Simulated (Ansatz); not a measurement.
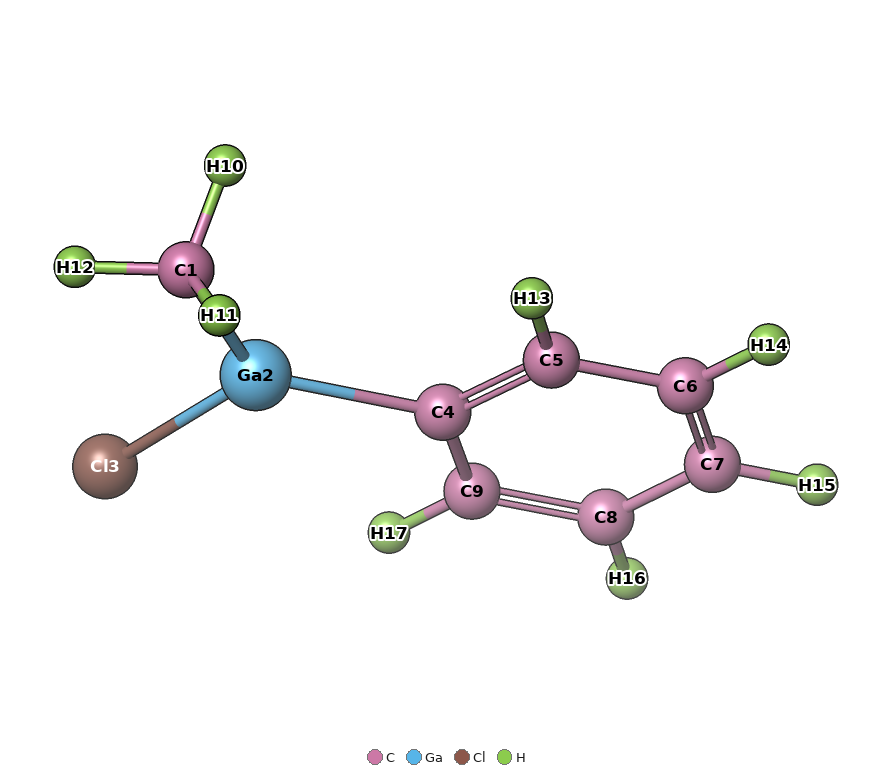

Atoms fade into the background with distance from the viewer. The computed structure is the end point of a PBE0-D4/def2-TZVP optimisation. No frequency run is at hand to confirm it as a minimum.

How is the 6-membered ring C4–C5–C6–C7–C8–C9 puckered?

Answer. It is planar. The Cremer–Pople amplitude Q is 0.00 Å.

Give the torsion angles round the ring, beginning with the bond from its second to its third atom.

Answer. 0°, 0°, 0°, 0°, 0°, 0°.
